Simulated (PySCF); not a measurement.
# C8H13NSi: geometry, NMR shifts and electronic excitations

Aim: predict the NMR shifts and electronic excitations of C8H13NSi (`C[Si](C)(C)c1ccccn1`).

The runs use PySCF 2.14.0, with density-fitted response routines of our own; the level of theory stands in each step. All values are computed, except where a source is named. Atoms are numbered from 0 throughout.

**1. The molecule as given**

23 atoms, charge 0, multiplicity 1; geometry from: GFN2-xTB.

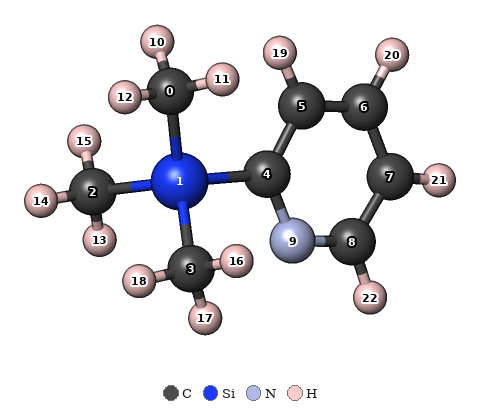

The starting geometry (carbon dark grey, silicon blue, nitrogen light blue, hydrogen pink), atoms numbered; sticks join atoms by distance.

**2. Geometry optimisation at PBE0-D3(BJ)/def2-SVP**

The job: settings as JSON, then the geometry in Å.

```
{"job": {"xc": "PBE0", "basis": "def2-SVP", "d3": "d3bj", "grid": 1, "kind": "geom"}, "charge": 0, "multiplicity": 1}
C     -2.153758     0.208344     1.398766
Si    -1.190695    -0.088945    -0.223998
C     -1.614383     1.276233    -1.489340
C     -1.584212    -1.811090    -0.932246
C      0.683214     0.002351     0.109867
C      1.255722     0.649142     1.201733
C      2.633404     0.677292     1.333781
C      3.405669     0.055420     0.366267
C      2.750080    -0.562440    -0.688714
N      1.437694    -0.588946    -0.815474
H     -2.030984     1.225553     1.758601
H     -1.824459    -0.462496     2.186843
H     -3.216931     0.043435     1.254284
H     -1.007389     1.169469    -2.383132
H     -2.656971     1.231622    -1.789257
H     -1.430296     2.267146    -1.083805
H     -1.450132    -2.588587    -0.186175
H     -0.922609    -2.036587    -1.761913
H     -2.607379    -1.870404    -1.291205
H      0.621326     1.121666     1.936120
H      3.098846     1.174071     2.174434
H      4.483370     0.050927     0.427849
H      3.306612    -1.062210    -1.473048
```

What it wrote:

```text
step   0  E = -656.05775642  max force = 0.015718
step   1  E = -656.06130591  max force = 0.001862
step   2  E = -656.06143000  max force = 0.001154
step   3  E = -656.06148621  max force = 0.002614
step   4  E = -656.06155396  max force = 0.002225
step   5  E = -656.06160499  max force = 0.001018
step   6  E = -656.06166971  max force = 0.001043
step   7  E = -656.06171026  max force = 0.001988
step   8  E = -656.06174215  max force = 0.000665
step   9  E = -656.06175024  max force = 0.000189
optimisation converged
```

It took 3.5 min on 1 thread, shared host.

Relaxation path:

```
step  energy from step 0 (eV)  largest force component (eV/Å)
   0                   0.0000                          0.8083
   1                  -0.0966                          0.0957
   2                  -0.1000                          0.0593
   3                  -0.1015                          0.1344
   4                  -0.1033                          0.1144
   5                  -0.1047                          0.0523
   6                  -0.1065                          0.0536
   7                  -0.1076                          0.1022
   8                  -0.1085                          0.0342
   9                  -0.1087                          0.0097
```

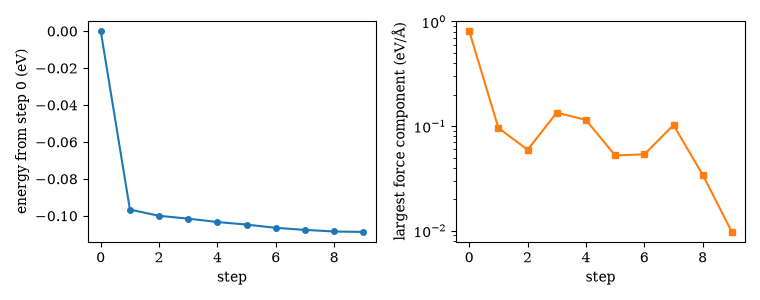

Energy and largest force along the relaxation.

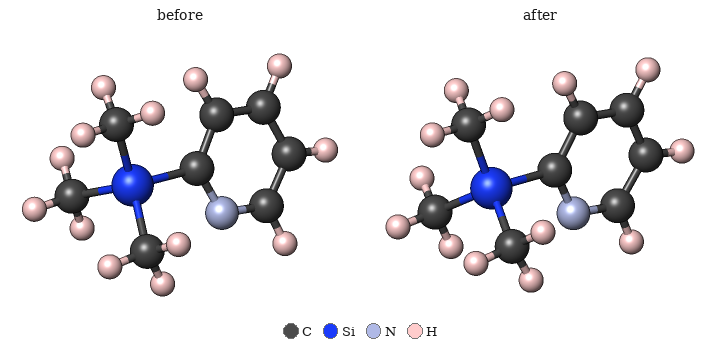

Before and after, at one scale.

Close pairs (by a distance rule), those that changed most:

```
  bond  before (Å)  after (Å)  change (Å)
Si1–C2       1.909      1.878      -0.031
C0–Si1       1.910      1.883      -0.027
Si1–C3       1.903      1.878      -0.025
C0–H12       1.086      1.102      +0.016
C3–H17       1.085      1.101      +0.016
C0–H10       1.086      1.102      +0.016
C2–H14       1.086      1.101      +0.016
C0–H11       1.086      1.102      +0.016
```

The end geometry stands in the next job.

```
                         at the end point                value
  point group (found at 0.08 Å tolerance)                   Cs
rotational constants (GHz, main isotopes)  2.042, 0.747, 0.662
                        dipole moment (D)                 1.71
```

**3. Nuclear shieldings: PBE0/pcSseg-1**

The job: settings as JSON, then the geometry in Å.

```
{"job": {"kind": "nmr", "xc": "PBE0", "basis": "pcSseg-1"}, "charge": 0, "multiplicity": 1}
C     -2.172074     0.456436     1.293880
Si    -1.206341    -0.086224    -0.228713
C     -1.584583     1.023684    -1.695667
C     -1.574592    -1.877716    -0.655920
C      0.657617     0.045288     0.112556
C      1.227347     0.472657     1.318739
C      2.614766     0.525266     1.439740
C      3.393928     0.149414     0.350207
C      2.743800    -0.264007    -0.814339
N      1.422468    -0.316251    -0.934482
H     -1.961882     1.506911     1.551085
H     -1.928947    -0.166007     2.169779
H     -3.255758     0.369185     1.115867
H     -0.936914     0.741129    -2.539939
H     -2.634873     0.932683    -2.014663
H     -1.387926     2.080458    -1.456552
H     -1.430231    -2.534844     0.215871
H     -0.886671    -2.208552    -1.449311
H     -2.608333    -2.004969    -1.014344
H      0.586552     0.761221     2.155858
H      3.081725     0.855348     2.371568
H      4.484998     0.173517     0.394997
H      3.327461    -0.567637    -1.691872
```

Method: GIAO PBE0/pcSseg-1 NMR shielding, non-relativistic, gas phase.

What it wrote:

```text
coarse grid: 19440 points
cycle   1  E = -656.1958217706  dE =  1.144e+00  |g| = 5.618e-01  |ddm| = 4.422e+00
cycle   2  E = -656.1812967952  dE =  1.452e-02  |g| = 6.196e-01  |ddm| = 1.122e+00
cycle   3  E = -656.2777410201  dE = -9.644e-02  |g| = 9.686e-02  |ddm| = 6.128e-01
cycle   4  E = -656.2793038176  dE = -1.563e-03  |g| = 4.962e-02  |ddm| = 1.165e-01
cycle   5  E = -656.2798878621  dE = -5.840e-04  |g| = 9.993e-03  |ddm| = 6.123e-02
cycle   6  E = -656.2799125514  dE = -2.469e-05  |g| = 3.844e-03  |ddm| = 1.403e-02
cycle   7  E = -656.2799161139  dE = -3.563e-06  |g| = 7.305e-04  |ddm| = 3.523e-03
final grid: 182424 points
cycle   8  E = -656.3363444145  dE = -4.046e-05  |g| = 9.027e-03  |ddm| = 3.896e-02
cycle   9  E = -656.3363399103  dE =  4.504e-06  |g| = 1.011e-02  |ddm| = 1.738e-02
cycle  10  E = -656.3363651295  dE = -2.522e-05  |g| = 1.473e-03  |ddm| = 9.304e-03
cycle  11  E = -656.3363656361  dE = -5.065e-07  |g| = 3.866e-04  |ddm| = 1.782e-03
cycle  12  E = -656.3363656704  dE = -3.437e-08  |g| = 7.884e-05  |ddm| = 4.021e-04
cycle  13  E = -656.3363656717  dE = -1.285e-09  |g| = 3.601e-05  |ddm| = 1.125e-04
cycle  14  E = -656.3363656720  dE = -3.060e-10  |g| = 1.254e-05  |ddm| = 4.330e-05
converged SCF energy = -656.3363656720

GIAO shielding tensors (ppm)
atom      isotropic    diamagn.    paramagn.     s11        s22        s33       span
  0 C      187.407     256.266     -68.859    182.810    188.593    190.818      8.008
  1 Si     358.634     883.545    -524.912    337.129    362.872    375.899     38.770
  2 C      185.420     255.279     -69.859    181.935    184.864    189.460      7.525
  3 C      185.461     255.299     -69.838    182.185    184.596    189.603      7.419
  4 C        8.936     260.936    -252.000    -92.985    -37.881    157.674    250.659
  5 C       50.610     257.518    -206.908    -72.719     50.503    174.046    246.765
  6 C       45.344     253.216    -207.873    -70.994     27.948    179.077    250.072
  7 C       57.275     260.214    -202.939    -55.481     52.779    174.526    230.007
  8 C       28.760     250.209    -221.449    -86.172     28.208    144.244    230.416
  9 N     -115.551     333.286    -448.837   -451.911   -198.831    304.088    755.999
 10 H       30.904      32.296      -1.392     27.227     27.958     37.528     10.300
 11 H       30.891      32.367      -1.476     27.104     28.047     37.521     10.418
 12 H       30.922      29.679       1.243     26.362     28.689     37.715     11.353
 13 H       30.443      31.811      -1.368     25.142     28.779     37.408     12.266
 14 H       31.186      29.691       1.494     27.102     28.247     38.208     11.106
 15 H       31.266      31.757      -0.491     27.154     28.972     37.673     10.519
 16 H       31.261      31.686      -0.425     27.072     28.983     37.729     10.657
 17 H       30.456      31.878      -1.422     25.073     28.876     37.418     12.345
 18 H       31.173      29.693       1.480     27.137     28.208     38.173     11.036
 19 H       23.799      34.747     -10.948     19.719     21.069     30.610     10.890
 20 H       23.710      29.964      -6.254     20.256     23.860     27.013      6.757
 21 H       24.181      29.067      -4.886     21.291     24.090     27.163      5.872
 22 H       22.371      29.916      -7.545     18.276     22.451     26.385      8.109
```

It took 46 s on 1 thread, shared host.

Shifts follow as δ = σ(reference) − σ, with reference shieldings (ppm) from runs at the same level and on the same kind of geometry: ¹H TMS 31.27, ¹³C TMS 184.4, ²⁹Si TMS 352.0, ¹⁵N NH3 265.7. The references are single molecules in the gas phase, so shifts against H2O, NH3, PH3, H3PO4 or CFCl3 are not on the usual liquid scales and can be off by tens of ppm. Atoms listed in one row are averaged.

```
                             atoms                                          environment  σ (ppm)  δ (ppm)  δ scaled to CDCl3
                                C4  substituted aromatic carbon next to a ring nitrogen      8.9    175.5              169.9
                                C8                  aromatic CH next to a ring nitrogen     28.8    155.6              150.6
                                C6                                          aromatic CH     45.3    139.1              134.5
                                C5                                          aromatic CH     50.6    133.8              129.4
                                C7                                          aromatic CH     57.3    127.1              122.9
                        C0, C2, C3                           methyl carbon bonded to Si    186.1     -1.7               -2.1
                               H22   hydrogen on an aromatic CH next to a ring nitrogen    22.37     8.90               8.65
                               H20                           hydrogen on an aromatic CH    23.71     7.56               7.38
                               H19                           hydrogen on an aromatic CH    23.80     7.47               7.29
                               H21                           hydrogen on an aromatic CH    24.18     7.09               6.93
H10, H11, H12, H13, H14 and 4 more             hydrogen on a methyl carbon bonded to Si    30.94     0.32               0.52
                               Si1                                silicon bonded to 4 C    358.6     -6.6                  –
                                N9                          pyridine-type ring nitrogen   -115.6    381.2                  –
```

The scaled column applies a straight-line fit of computed shieldings to shifts measured in CDCl3 (root-mean-square error 0.21 ppm for H, 2.0 ppm for C).

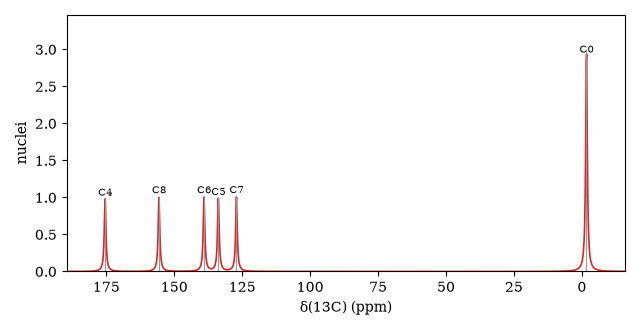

¹³C lines at the computed shifts, without couplings. Lines are broadened to a width of 0.71 ppm (Lorentzian).

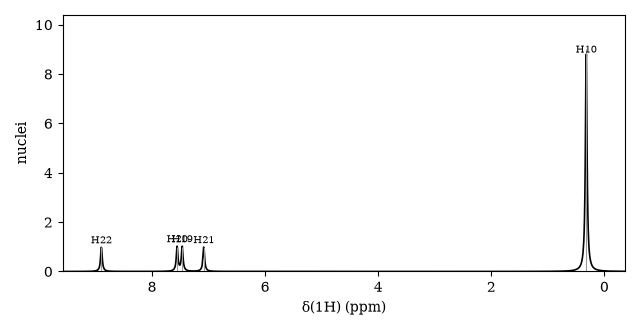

¹H lines at the computed shifts, without couplings. Lines are broadened to a width of 0.03 ppm (Lorentzian).

The run also stored atomic charges by several schemes (e):

```
     atoms  Mulliken    IAO  Hirshfeld  ESP fit
C0, C2, C3     -0.63  -0.72      -0.22    -0.68
       Si1      1.00   1.10       0.40     0.83
        C4     -0.15  -0.14      -0.03     0.52
        C5     -0.13  -0.17      -0.05    -0.69
        C6     -0.02  -0.12      -0.03     0.31
        C7     -0.19  -0.18      -0.05    -0.58
        C8      0.14  -0.01       0.02     0.49
        N9     -0.45  -0.28      -0.15    -0.72
```

Mulliken charges:

C0 -0.65; Si1 1.00; C2 -0.62; C3 -0.62; C4 -0.15; C5 -0.13; C6 -0.02; C7 -0.19; C8 0.14; N9 -0.45; H10 0.14; H11 0.14; H12 0.14; H13 0.15; H14 0.13; H15 0.14; H16 0.14; H17 0.15; H18 0.13; H19 0.10; H20 0.10; H21 0.10; H22 0.11

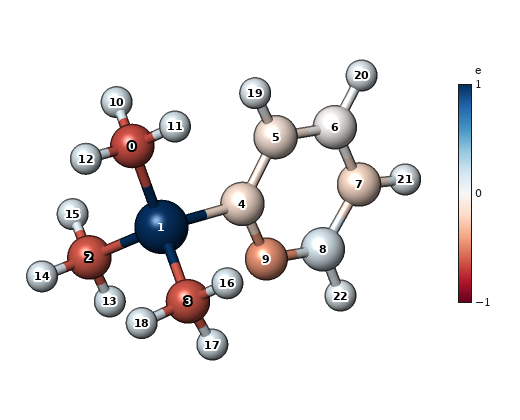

Mulliken charges, as colours on the atoms.

Mayer bond orders: C0–Si1 0.96, Si1–C2 0.99, Si1–C3 0.99, Si1–C4 0.77, C4–C5 1.38, C5–C6 1.44, C6–C7 1.43, C7–C8 1.38, C8–N9 1.51, N9–C4 1.38.

Ring of atoms C4, C5, C6, C7, C8, N9: NICS(0) -6.7, NICS(1) -11.2, NICS(1)zz -27.6 ppm (means of both faces).

**4. Excited states and response: PBE0/def2-SVPD**

Same as in step 3 but for these lines:

```diff
@@ -1,2 +1,2 @@
-{"job": {"kind": "nmr", "xc": "PBE0", "basis": "pcSseg-1"}, "charge": 0, "multiplicity": 1}
+{"job": {"kind": "uv", "xc": "PBE0", "basis": "def2-SVPD", "ip": true}, "charge": 0, "multiplicity": 1}
 C     -2.172074     0.456436     1.293880
```

Method: TDDFT PBE0/def2-SVPD, vertical, gas phase, core orbitals frozen in the response.

What it wrote:

```text
coarse grid: 19440 points
cycle   1  E = -655.8922433106  dE =  1.058e+00  |g| = 5.379e-01  |ddm| = 1.099e+01
cycle   2  E = -655.8760049927  dE =  1.624e-02  |g| = 6.007e-01  |ddm| = 3.293e+00
cycle   3  E = -655.9695825494  dE = -9.358e-02  |g| = 1.010e-01  |ddm| = 1.986e+00
cycle   4  E = -655.9714067782  dE = -1.824e-03  |g| = 4.990e-02  |ddm| = 5.609e-01
cycle   5  E = -655.9720192627  dE = -6.125e-04  |g| = 9.849e-03  |ddm| = 2.881e-01
cycle   6  E = -655.9720439854  dE = -2.472e-05  |g| = 3.763e-03  |ddm| = 3.464e-02
cycle   7  E = -655.9720475218  dE = -3.536e-06  |g| = 6.443e-04  |ddm| = 1.638e-02
final grid: 182424 points
cycle   8  E = -656.0579105012  dE = -4.394e-05  |g| = 8.819e-03  |ddm| = 2.070e-01
cycle   9  E = -656.0579052914  dE =  5.210e-06  |g| = 1.002e-02  |ddm| = 4.353e-02
cycle  10  E = -656.0579309013  dE = -2.561e-05  |g| = 1.519e-03  |ddm| = 2.609e-02
cycle  11  E = -656.0579314672  dE = -5.659e-07  |g| = 2.954e-04  |ddm| = 7.510e-03
cycle  12  E = -656.0579314880  dE = -2.077e-08  |g| = 7.506e-05  |ddm| = 1.765e-03
cycle  13  E = -656.0579314891  dE = -1.076e-09  |g| = 3.969e-05  |ddm| = 2.781e-04
cycle  14  E = -656.0579314895  dE = -4.111e-10  |g| = 9.603e-06  |ddm| = 1.494e-04
converged SCF energy = -656.0579314895

Static polarisability (au): isotropic 125.980, principal 97.014 126.611 154.315

Singlet excitations
state   eV       nm        f      main configurations
  1   4.4484    278.7   0.00484   H->L 0.99
  2   4.8130    257.6   0.00008   H->L+1 0.99
  3   5.4392    227.9   0.07435   H-1->L 0.73, H-2->L+1 0.15
  4   6.1248    202.4   0.12023   H-1->L+1 0.58, H-2->L 0.29, H-1->L 0.11
  5   6.3974    193.8   0.00148   H-5->L 0.98
  6   6.5659    188.8   0.00486   H-3->L 0.97
  7   6.6224    187.2   0.00919   H-4->L 0.46, H->L+2 0.26, H-2->L 0.11
  8   6.6388    186.8   0.00894   H->L+2 0.70, H-4->L 0.16
  9   6.8060    182.2   0.00910   H-5->L+1 0.97
 10   6.9333    178.8   0.22190   H-4->L+1 0.33, H-2->L+1 0.27, H-2->L 0.23

Triplet excitations (Tamm-Dancoff, eV): 3.7817 4.1277 4.5079 4.5891
Vertical ionisation energy (delta-SCF) = 8.7559 eV
```

Wall time 4.4 min (1 thread, shared host).

The orbitals next to the gap, with their largest atomic shares:

```
orbital     eV                       atoms
 HOMO−3  -8.46  C0 33 %, Si1 20 %, C2 12 %
 HOMO−2  -8.23   N9 22 %, C6 22 %, C5 15 %
 HOMO−1  -7.46   C7 19 %, C4 19 %, C5 18 %
   HOMO  -7.02    N9 50 %, C4 14 %, C8 9 %
   LUMO  -0.94   C6 22 %, N9 21 %, C4 16 %
 LUMO+1  -0.56   C5 22 %, C8 21 %, C7 14 %
 LUMO+2   0.54   Si1 13 %, C0 10 %, C5 7 %
```

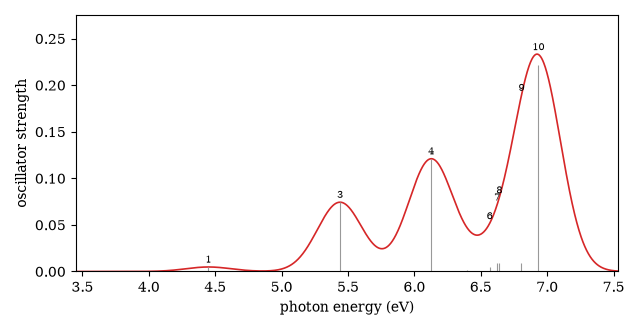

Absorption spectrum from the 10 singlet states computed; above the last one it falls off for lack of states. Lines are broadened to a width of 0.40 eV (Gaussian).

Ground-state properties from the same run:

```
           property  computed
  dipole moment (D)      1.78
polarisability (Å³)     18.67
 HOMO–LUMO gap (eV)      6.08
      −ε(HOMO) (eV)      7.02
```

**5. NMR shieldings: B3LYP/pcSseg-1**

Same as in step 4 but for these lines:

```diff
@@ -1,2 +1,2 @@
-{"job": {"kind": "uv", "xc": "PBE0", "basis": "def2-SVPD", "ip": true}, "charge": 0, "multiplicity": 1}
+{"job": {"kind": "nmr", "xc": "B3LYP", "basis": "pcSseg-1", "pop": false}, "charge": 0, "multiplicity": 1}
 C     -2.172074     0.456436     1.293880
```

Level: GIAO B3LYP/pcSseg-1 NMR shielding, non-relativistic, gas phase.

What it wrote:

```text
coarse grid: 19440 points
cycle   1  E = -656.7494855132  dE =  1.084e+00  |g| = 6.515e-01  |ddm| = 4.447e+00
cycle   2  E = -656.7037945720  dE =  4.569e-02  |g| = 7.767e-01  |ddm| = 1.358e+00
cycle   3  E = -656.8576171741  dE = -1.538e-01  |g| = 1.182e-01  |ddm| = 7.863e-01
cycle   4  E = -656.8600728852  dE = -2.456e-03  |g| = 5.643e-02  |ddm| = 1.402e-01
cycle   5  E = -656.8608206281  dE = -7.477e-04  |g| = 1.248e-02  |ddm| = 6.897e-02
cycle   6  E = -656.8608588526  dE = -3.822e-05  |g| = 4.879e-03  |ddm| = 1.714e-02
cycle   7  E = -656.8608645400  dE = -5.687e-06  |g| = 9.812e-04  |ddm| = 4.462e-03
final grid: 182424 points
cycle   8  E = -656.9354928321  dE = -3.908e-05  |g| = 7.121e-03  |ddm| = 3.274e-02
cycle   9  E = -656.9354861384  dE =  6.694e-06  |g| = 8.784e-03  |ddm| = 1.483e-02
cycle  10  E = -656.9355054349  dE = -1.930e-05  |g| = 1.543e-03  |ddm| = 8.622e-03
cycle  11  E = -656.9355060145  dE = -5.796e-07  |g| = 3.308e-04  |ddm| = 1.756e-03
cycle  12  E = -656.9355060390  dE = -2.452e-08  |g| = 8.554e-05  |ddm| = 3.618e-04
cycle  13  E = -656.9355060406  dE = -1.548e-09  |g| = 3.879e-05  |ddm| = 1.308e-04
cycle  14  E = -656.9355060409  dE = -3.388e-10  |g| = 1.523e-05  |ddm| = 4.784e-05
converged SCF energy = -656.9355060409

GIAO shielding tensors (ppm)
atom      isotropic    diamagn.    paramagn.     s11        s22        s33       span
  0 C      182.209     254.770     -72.561    177.421    183.422    185.785      8.364
  1 Si     345.064     883.663    -538.599    322.983    350.055    362.155     39.171
  2 C      180.244     253.989     -73.744    176.572    179.466    184.695      8.122
  3 C      180.303     254.013     -73.710    176.856    179.190    184.862      8.006
  4 C        2.427     261.232    -258.805    -99.659    -45.192    152.132    251.791
  5 C       45.138     257.577    -212.439    -79.454     46.983    167.885    247.339
  6 C       39.828     252.934    -213.106    -77.755     24.325    172.913    250.668
  7 C       51.614     259.460    -207.846    -62.434     49.194    168.082    230.517
  8 C       23.107     250.493    -227.386    -92.424     24.379    137.365    229.789
  9 N     -122.442     334.149    -456.591   -457.362   -207.161    297.197    754.559
 10 H       31.033      32.440      -1.408     27.544     28.241     37.313      9.769
 11 H       31.018      32.511      -1.493     27.416     28.332     37.306      9.890
 12 H       31.064      29.718       1.345     26.743     28.953     37.495     10.752
 13 H       30.562      32.012      -1.450     25.474     29.031     37.180     11.706
 14 H       31.314      29.749       1.566     27.457     28.500     37.986     10.530
 15 H       31.405      31.964      -0.558     27.519     29.224     37.473      9.954
 16 H       31.400      31.886      -0.486     27.436     29.236     37.528     10.092
 17 H       30.575      32.083      -1.508     25.408     29.125     37.191     11.783
 18 H       31.301      29.749       1.552     27.488     28.461     37.953     10.465
 19 H       24.051      35.120     -11.068     20.073     21.221     30.860     10.788
 20 H       23.962      29.988      -6.025     20.599     23.976     27.312      6.713
 21 H       24.431      28.917      -4.486     21.626     24.220     27.447      5.821
 22 H       22.611      30.044      -7.433     18.544     22.643     26.645      8.100
```

Wall time 41 s (1 thread, shared host).

This run: δ C4 176.8, C8 156.1, C6 139.4, C5 134.1, H22 8.77, H20 7.42 ppm.

**6. Comparing the runs: NMR shifts**

Shifts (ppm) of some atoms, chosen among heavy atoms and hydrogens apart, with basis size and wall time:

```
           run     C4     C8     C7   H20   H19   Si1     N9  functions  time
 PBE0/pcSseg-1  175.5  155.6  127.1  7.56  7.47  -6.6  381.2        242  46 s
B3LYP/pcSseg-1  176.8  156.1  127.6  7.42  7.33  -7.2  386.0        242  41 s
```

**7. Summary of results**

```
                                                               quantity                                        value
                                                            point group                                           Cs
                                   rotational constants (main isotopes)                         2.04, 0.75, 0.66 GHz
¹³C shifts against TMS (PBE0/pcSseg-1, means over atoms taken as alike)  175.5, 155.6, 139.1, 133.8, 127.1, -1.7 ppm
 ¹H shifts against TMS (PBE0/pcSseg-1, means over atoms taken as alike)             8.90, 7.56, 7.47, 7.09, 0.32 ppm
                                ²⁹Si shifts against TMS (PBE0/pcSseg-1)                                     -6.6 ppm
                                 ¹⁵N shifts against NH3 (PBE0/pcSseg-1)                                    381.2 ppm
                                        lowest singlet (PBE0/def2-SVPD)                  4.45 eV (279 nm), f = 0.005
                               brightest single state of those computed                 state 10, 6.93 eV, f = 0.222
                                                         lowest triplet                                      3.78 eV
                                      vertical ionisation energy (ΔSCF)                                      8.76 eV
                                               range of the shift of N9                           381.2 to 386.0 ppm
```

What this shows: Over 9 steps the energy fell by 0.109 eV; of the close pairs, Si1–C2 changed most, 1.909 to 1.878 Å. No frequency check was run at this level, so the end point may be a saddle. At PBE0/pcSseg-1: The largest span, 756 ppm, is at N9, where the paramagnetic term is -449 ppm. NICS(1)zz of -28 ppm above the planar ring from C4 marks a diatropic (aromatic) ring current. The lowest singlet, at 4.45 eV, is HOMO→LUMO 0.99 and is weak; of the 10 states computed, the strongest absorption comes from state 10 at 6.93 eV (the last computed, so partners may be missing). The lowest triplet lies 0.67 eV below the lowest singlet (triplets in Tamm-Dancoff, singlets in full TDDFT). ΔSCF puts the ionisation energy at 8.76 eV, 1.74 eV above −ε(HOMO). Across the 2 runs the shift of N9 moves most, between 381.2 (PBE0/pcSseg-1) and 386.0 ppm (B3LYP/pcSseg-1).
